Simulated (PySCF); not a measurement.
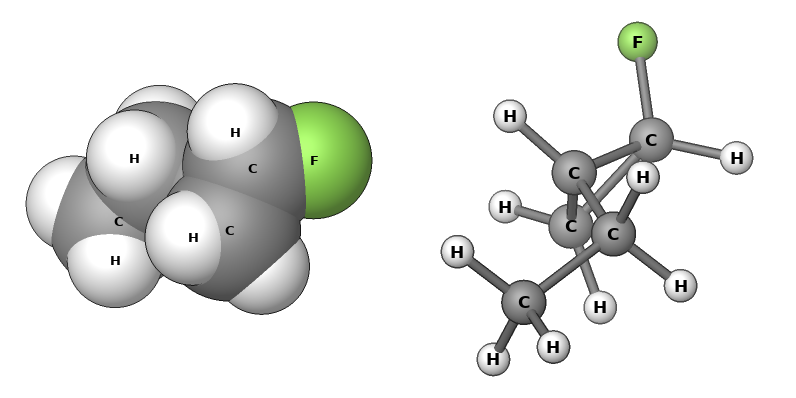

The same structure drawn twice, from different directions.

Computed geometry: GFN2-xTB optimisation. No frequency run is at hand to confirm it as a minimum.

Question: Which formula does it have?

Answer: C₅H₉F, 15 atoms: 5 carbon, 9 hydrogen and 1 fluorine.

Question: What is the point group of this geometry?

Answer: C1.

Question: Write the SMILES.

Answer: CC[C@@H]1C[C@H]1F

Question: Count the bonded pairs by element.

Answer: 9 C–H, 5 C–C, 1 C–F.

More results for the same structure follow; atom numbers are the same in all pictures, views and colours differ.

**Shape**

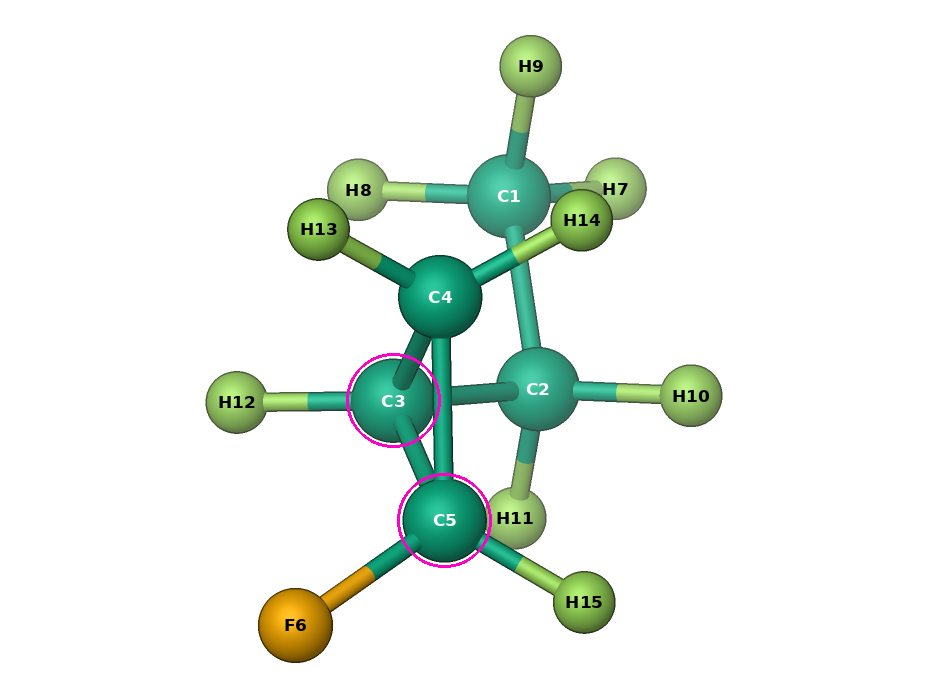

Distant atoms are faded towards the background colour. Circles mark the stereogenic atoms. No frequency run is at hand to confirm it as a minimum.

Question: What are the Cahn–Ingold–Prelog descriptors?

Answer: C3: R (priorities C5 > C4 > C2 > H12); C5: R (priorities F6 > C3 > C4 > H15).

**Dipole moment**

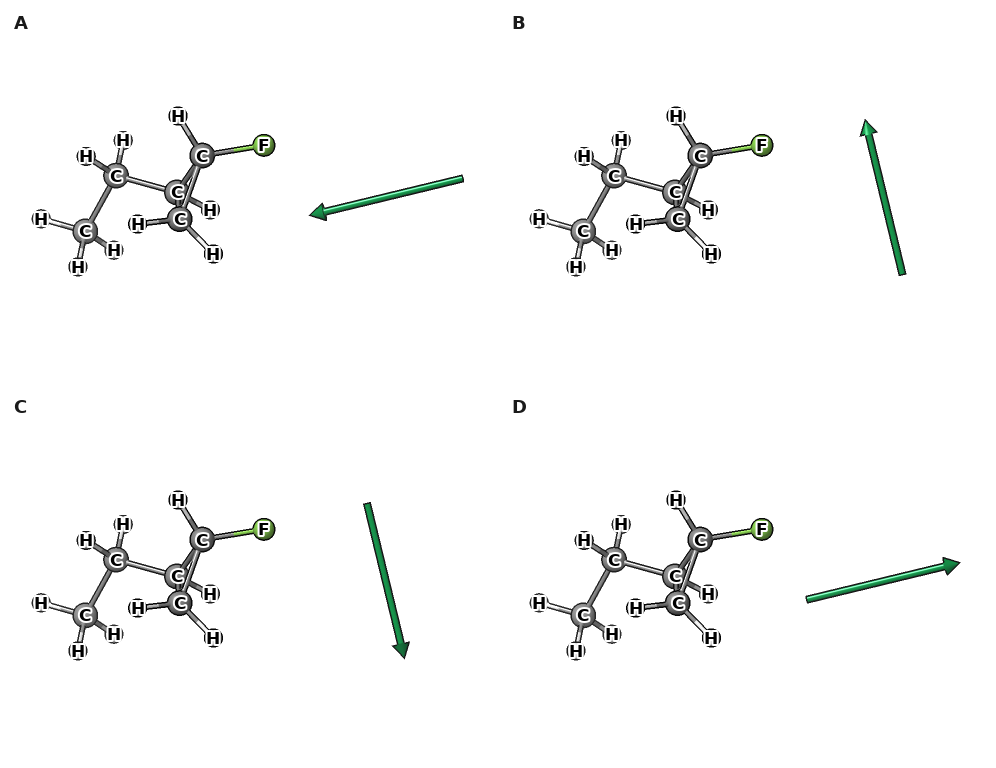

The same molecule four times, each with an arrow. No frequency run is at hand to confirm it as a minimum. Method: PBE0/pcSseg-1, gas phase (PySCF 2.14.0).

Question: Which arrow points along the dipole moment, from the negative to the positive end?

Answer: A. The dipole moment is 1.85 D.

**NMR shielding**

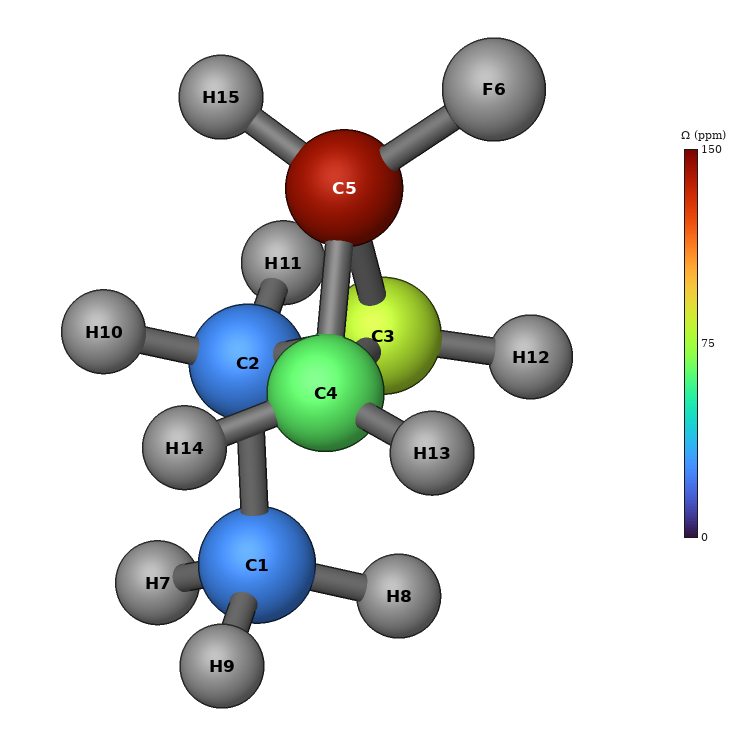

The C atoms are coloured by the span of their shielding tensor. No frequency run is at hand to confirm it as a minimum. Properties computed with GIAO PBE0/pcSseg-1 NMR shielding, non-relativistic, gas phase (PySCF 2.14.0). Principal shieldings σ11 ≤ σ22 ≤ σ33, span Ω = σ33 − σ11, skew κ = 3(σiso − σ22)/Ω.

Question: Which C atom has the most anisotropic shielding?

Answer: C5, with a span of 141 ppm.

Give the shielding tensors of the C atoms.

```json
{"atom": "C1", "σ11": "160.3", "σ22": "168.1", "σ33": "187.6", "σiso": "172.0", "Ω": "27.3", "κ": "0.43"}
{"atom": "C2", "σ11": "146.3", "σ22": "154.4", "σ33": "173.8", "σiso": "158.2", "Ω": "27.4", "κ": "0.41"}
{"atom": "C3", "σ11": "128.5", "σ22": "153.1", "σ33": "209.6", "σiso": "163.7", "Ω": "81.0", "κ": "0.39"}
{"atom": "C4", "σ11": "147.1", "σ22": "161.4", "σ33": "211.0", "σiso": "173.2", "Ω": "64.0", "κ": "0.55"}
{"atom": "C5", "σ11": "55.0", "σ22": "80.1", "σ33": "196.1", "σiso": "110.4", "Ω": "141.1", "κ": "0.64"}
```

Shieldings and span in ppm.

**Charges**

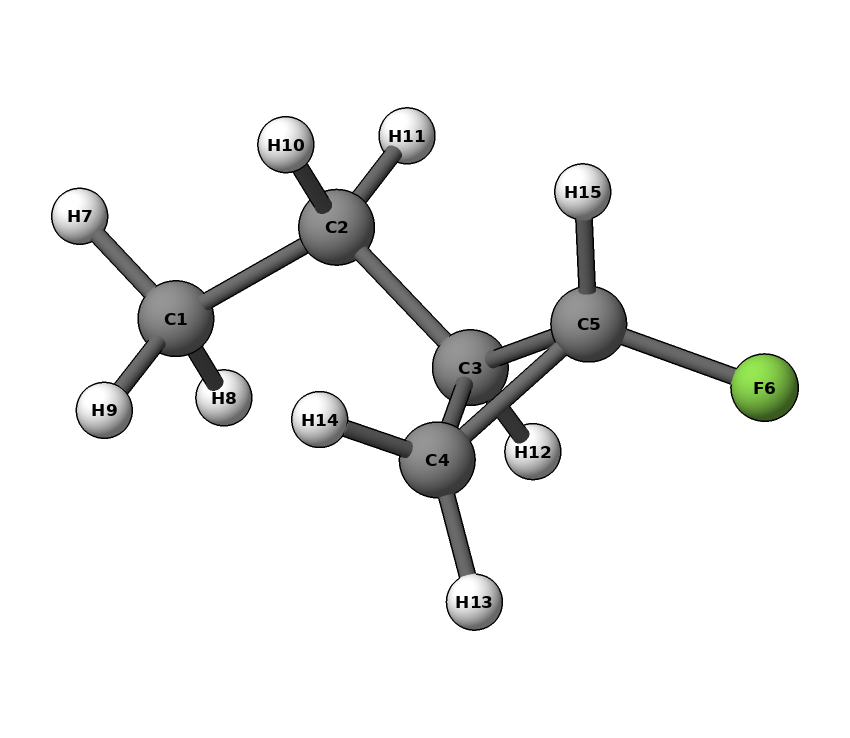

The questions are on Mulliken charges. No frequency run is at hand to confirm it as a minimum. Properties computed with PBE0/pcSseg-1, gas phase (PySCF 2.14.0).

List the Mulliken charges.

| atom | value (e) |
| --- | --- |
| C1 | −0.27 |
| C2 | −0.19 |
| C3 | −0.31 |
| C4 | −0.19 |
| C5 | 0.22 |
| F6 | −0.32 |
| H7 | 0.12 |
| H8 | 0.11 |
| H9 | 0.11 |
| H10 | 0.10 |
| H11 | 0.13 |
| H12 | 0.13 |
| H13 | 0.14 |
| H14 | 0.13 |
| H15 | 0.10 |

Mulliken values depend strongly on the basis set and can even reverse the polarity of a bond.
